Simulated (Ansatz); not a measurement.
# Calculations on ZrPNH₅F₃

### Relaxation

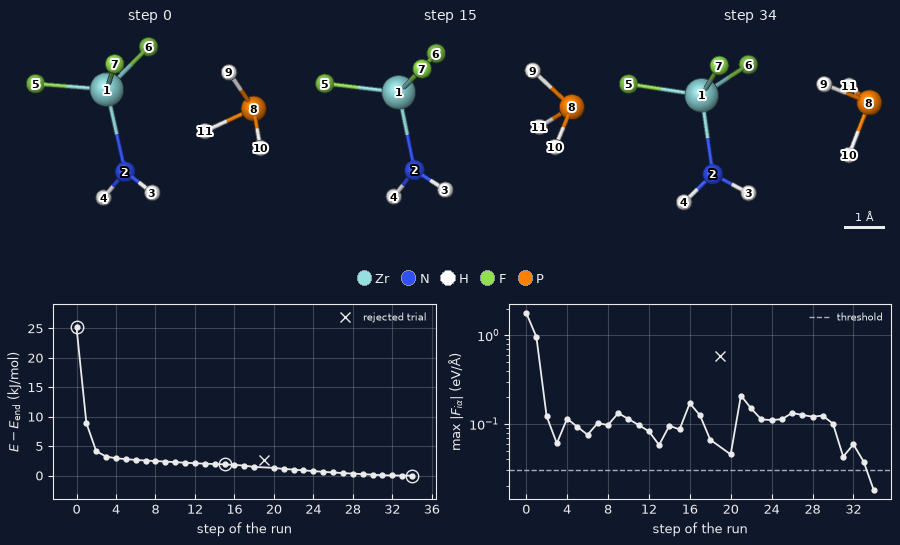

Frames of a relaxation of ZrPNH₅F₃, marked on the history of the run. The picture is a ball-and-stick view, seen from a free direction.

The run prepares an end point of a later path (reaction) calculation, from a guessed geometry.

Method: RKS B3LYP/def2-SVP in Ansatz 0.2.0.

Input file:
```yaml
crystal:
  periodic: [false, false, false]
  atoms:
    - { symbol: Zr, position_ang: [0.17455, -0.09062, 0.105833] }
    - { symbol: "N", position_ang: [0.21093, -0.041391, 2.250521] }
    - { symbol: H, position_ang: [-0.444427, -0.471343, 2.900618] }
    - { symbol: H, position_ang: [0.997375, 0.33024, 2.785735] }
    - { symbol: F, position_ang: [1.991577, 0.140453, -0.424332] }
    - { symbol: F, position_ang: [-0.810765, 1.370117, -0.648922] }
    - { symbol: F, position_ang: [-0.547582, -1.730308, -0.559671] }
    - { symbol: P, position_ang: [-3.346776, 0.263926, 1.419863] }
    - { symbol: H, position_ang: [-3.145744, -0.657203, 0.340052] }
    - { symbol: H, position_ang: [-3.517839, -0.786315, 2.381308] }
    - { symbol: H, position_ang: [-1.953599, 0.393743, 1.710895] }
basis:
  gaussian: { orbitals: def2-SVP }
hamiltonian:
  xc: b3lyp
relax:
  f_tol: 0.03
  max_steps: 50
```

Command:
```bash
ansatz run input.yaml --threads 4 --pin off --max-ram 5120MiB --backend cpu --events-out ev --progress --plain --runs-dir out
```

### Describe the path.

H11 moves most after the best rigid fit: 1.61 Å. By element the largest moves are H 1.61 Å, P 0.76 Å, F 0.52 Å, N 0.32 Å, Zr 0.24 Å. Among the contacts that change: Zr1–H11 2.709 → 3.748 Å, Zr1–N2 2.146 → 2.026 Å, Zr1–F7 1.911 → 1.922 Å, Zr1–F5 1.907 → 1.912 Å. Bond angles that change, for instance: F5–Zr1–F6 106.7° → 113.9°, N2–Zr1–F6 112.6° → 109.0°, Zr1–N2–H4 123.0° → 125.9°. Groups turn about Zr1–N2 by about 35°. The energy falls by 25.2 kJ/mol in 33 accepted moves (34 points after the start). The largest force component goes from 1.8 to 0.018 eV/Å. The line search rejected the trial step at point 19 of the run. The run took 76 s on 4 threads of Intel(R) Xeon(R) Platinum 8488C (Sapphire Rapids), on a shared host, peak memory 0.36 GiB. From step 0 to 15: H11 moves most (0.90 Å), energy −23.3 kJ/mol. From step 15 to 34: H11 moves most (1.02 Å), energy −1.91 kJ/mol.

```json
{"step": "0", "E − E(0), kJ/mol": "0.00", "largest force component, eV/Å": "1.8065", "note": ""}
{"step": "1", "E − E(0), kJ/mol": "-16.24", "largest force component, eV/Å": "0.9616", "note": ""}
{"step": "2", "E − E(0), kJ/mol": "-21.03", "largest force component, eV/Å": "0.1226", "note": ""}
{"step": "3", "E − E(0), kJ/mol": "-21.92", "largest force component, eV/Å": "0.0606", "note": ""}
{"step": "4", "E − E(0), kJ/mol": "-22.22", "largest force component, eV/Å": "0.1151", "note": ""}
{"step": "5", "E − E(0), kJ/mol": "-22.35", "largest force component, eV/Å": "0.0933", "note": ""}
{"step": "6", "E − E(0), kJ/mol": "-22.50", "largest force component, eV/Å": "0.0759", "note": ""}
{"step": "7", "E − E(0), kJ/mol": "-22.60", "largest force component, eV/Å": "0.1023", "note": ""}
{"step": "8", "E − E(0), kJ/mol": "-22.69", "largest force component, eV/Å": "0.0976", "note": ""}
{"step": "9", "E − E(0), kJ/mol": "-22.78", "largest force component, eV/Å": "0.1329", "note": ""}
{"step": "10", "E − E(0), kJ/mol": "-22.87", "largest force component, eV/Å": "0.1143", "note": ""}
{"step": "11", "E − E(0), kJ/mol": "-22.98", "largest force component, eV/Å": "0.0976", "note": ""}
{"step": "13", "E − E(0), kJ/mol": "-23.14", "largest force component, eV/Å": "0.0581", "note": ""}
{"step": "14", "E − E(0), kJ/mol": "-23.19", "largest force component, eV/Å": "0.0958", "note": ""}
{"step": "15", "E − E(0), kJ/mol": "-23.25", "largest force component, eV/Å": "0.0871", "note": ""}
{"step": "16", "E − E(0), kJ/mol": "-23.34", "largest force component, eV/Å": "0.1718", "note": ""}
{"step": "18", "E − E(0), kJ/mol": "-23.69", "largest force component, eV/Å": "0.0667", "note": ""}
{"step": "19", "E − E(0), kJ/mol": "-22.58", "largest force component, eV/Å": "0.5814", "note": "rejected"}
{"step": "20", "E − E(0), kJ/mol": "-23.85", "largest force component, eV/Å": "0.0455", "note": ""}
{"step": "21", "E − E(0), kJ/mol": "-24.03", "largest force component, eV/Å": "0.2099", "note": ""}
{"step": "23", "E − E(0), kJ/mol": "-24.28", "largest force component, eV/Å": "0.1129", "note": ""}
{"step": "24", "E − E(0), kJ/mol": "-24.39", "largest force component, eV/Å": "0.1111", "note": ""}
{"step": "25", "E − E(0), kJ/mol": "-24.51", "largest force component, eV/Å": "0.1135", "note": ""}
{"step": "26", "E − E(0), kJ/mol": "-24.63", "largest force component, eV/Å": "0.1334", "note": ""}
{"step": "28", "E − E(0), kJ/mol": "-24.82", "largest force component, eV/Å": "0.1211", "note": ""}
{"step": "29", "E − E(0), kJ/mol": "-24.91", "largest force component, eV/Å": "0.1246", "note": ""}
{"step": "30", "E − E(0), kJ/mol": "-25.00", "largest force component, eV/Å": "0.1010", "note": ""}
{"step": "31", "E − E(0), kJ/mol": "-25.10", "largest force component, eV/Å": "0.0429", "note": ""}
{"step": "33", "E − E(0), kJ/mol": "-25.15", "largest force component, eV/Å": "0.0377", "note": ""}
{"step": "34", "E − E(0), kJ/mol": "-25.16", "largest force component, eV/Å": "0.0179", "note": ""}
```

### Relaxation

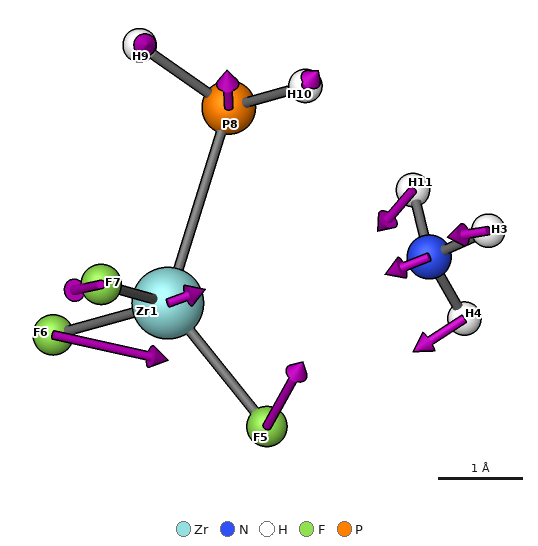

A relaxation of ZrPNH5F3. The starting structure is drawn; purple arrows show the displacements, at their true length. The two geometries are superimposed by the best rigid fit.

A ball-and-stick model, seen at a tilt.

The run prepares an end point of a later path (reaction) calculation, from a guessed geometry.

Computed with RKS B3LYP/def2-SVP (Ansatz).

The input:
```yaml
crystal:
  periodic: [false, false, false]
  atoms:
    - { symbol: Zr, position_ang: [-0.543609, -0.140161, -0.466316] }
    - { symbol: "N", position_ang: [-0.177663, 0.152382, 2.899222] }
    - { symbol: H, position_ang: [-0.205772, -0.699979, 3.465019] }
    - { symbol: H, position_ang: [0.614868, 0.707357, 3.231888] }
    - { symbol: F, position_ang: [1.24497, -0.325569, 0.177257] }
    - { symbol: F, position_ang: [-0.70456, 1.439731, -1.509446] }
    - { symbol: F, position_ang: [-0.878643, -1.629924, -1.601696] }
    - { symbol: P, position_ang: [-2.605103, 0.083115, 1.083567] }
    - { symbol: H, position_ang: [-3.604625, -0.347294, 0.147992] }
    - { symbol: H, position_ang: [-2.483446, -1.195813, 1.719706] }
    - { symbol: H, position_ang: [-1.048718, 0.677456, 3.114707] }
basis:
  gaussian: { orbitals: def2-SVP }
hamiltonian:
  xc: b3lyp
relax:
  f_tol: 0.03
  max_steps: 50
```

Command:
```bash
ansatz run input.yaml --threads 4 --pin off --max-ram 5120MiB --backend cpu --events-out ev --progress --plain --runs-dir out
```

Q: What happened in the run?

A: The energy falls by 20.6 kcal/mol in 16 accepted moves (18 points after the start). The largest force component goes from 0.7 to 0.027 eV/Å. The line search rejected the trial steps at points 4, 16 of the run. F6 moves most after the best rigid fit: 1.54 Å. Largest moves by element: F 1.54 Å, H 0.86 Å, P 0.63 Å, N 0.62 Å, Zr 0.52 Å. Among the contacts that change: Zr1–H4 3.967 → 2.969 Å, Zr1–H3 3.985 → 3.031 Å, Zr1–N2 3.398 → 2.461 Å, Zr1–H11 3.708 → 3.005 Å. New bonds form, among them: Zr1–N2 (3.40 → 2.46 Å). Bond angles that change, for instance: F6–Zr1–P8 100.9° → 113.6°, F5–Zr1–F6 110.2° → 120.3°, F7–Zr1–P8 106.5° → 97.9°. Groups turn about Zr1–P8 by about 55°. The run took 43 s on 4 threads of Intel(R) Xeon(R) Platinum 8488C (Sapphire Rapids), with other jobs on the host, peak memory 0.36 GiB.

Limits of the set-up: the start holds two separate molecules, 2.6 Å apart at their closest, whose relative position is a soft coordinate and is computed without a dispersion correction.

### Path

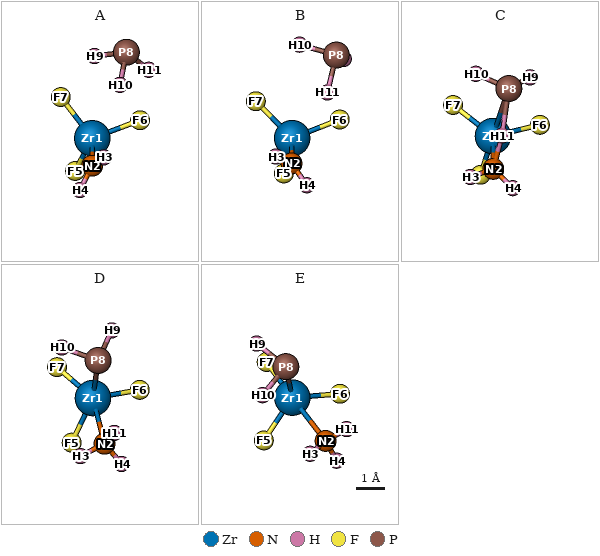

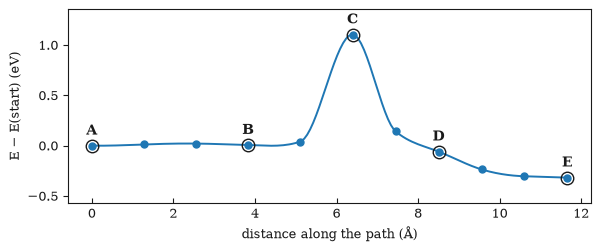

NEB run on ZrPNH$_{5}$F$_{3}$, made up at the start of ZrNH2F3 and PH3. Images are numbered from 0 (start) to 10 (end). Frames A to E are images 0, 3, 5, 7, 10. The picture is a ball-and-stick view, seen from a free direction.

Level of theory: RKS B3LYP/def2-SVP in Ansatz 0.2.0. Settings: 9 movable images; climbing image; force threshold 0.05 eV/Å; iteration limit 60; starting path through a guess of the saddle point.

> Describe the mechanism and the energy profile.

The path has more than one stage, and so few images may leave a stage unresolved. Breaking: P8–H11 (1.43 → 1.77 at the top → 3.26 Å). Forming: N2–H11 (4.12 → 1.35 at the top → 1.02 Å), Zr1–P8 (4.41 → 3.08 at the top → 2.66 Å). Forward barrier 1.10 eV, backward barrier 1.42 eV, with image 5 at the top; the reaction energy is −0.32 eV. The band converged in 28 iterations. The largest component of the band force went from 9 to 0.039 eV/Å. The climbing image converged on the top of the path. Its vibrational analysis gives one imaginary mode (1297i cm⁻¹), as a transition state must have.

Limits of the set-up: the start holds two separate molecules, 2.7 Å apart at their closest, whose relative position is a soft coordinate and is computed without a dispersion correction.
